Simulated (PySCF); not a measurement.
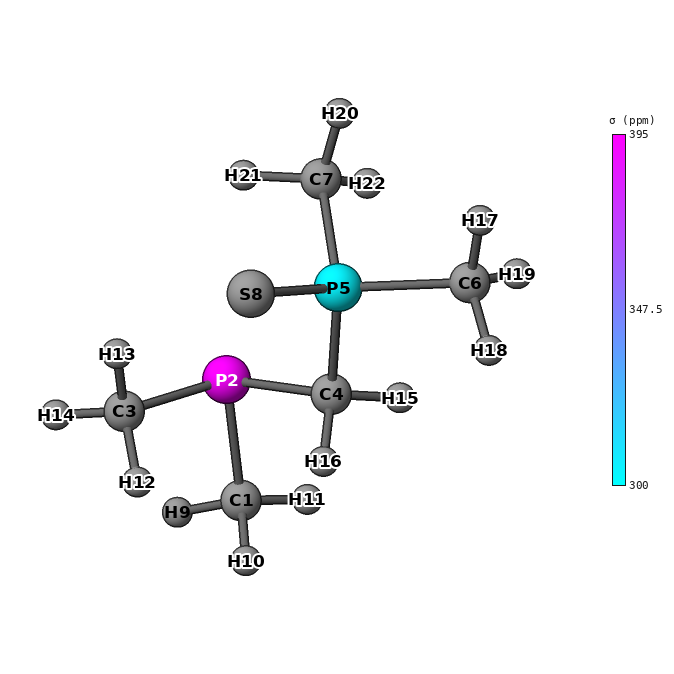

Atoms are coloured by their isotropic NMR shieldings (P only, the others grey). The geometry was computed by an optimisation with GFN2-xTB. No frequency run is at hand to confirm it as a minimum. Properties computed with GIAO PBE0/pcSseg-1 NMR shielding, non-relativistic, gas phase (PySCF 2.14.0).

List the isotropic NMR shieldings of the P atoms.

```csv
atom,σ (ppm)
P2,393.0
P5,303.8
```

The geometry is semi-empirical. Around P such bond lengths and angles can be off by a tenth of an ångström or more and by several degrees, and values that hang on the shape move with them.
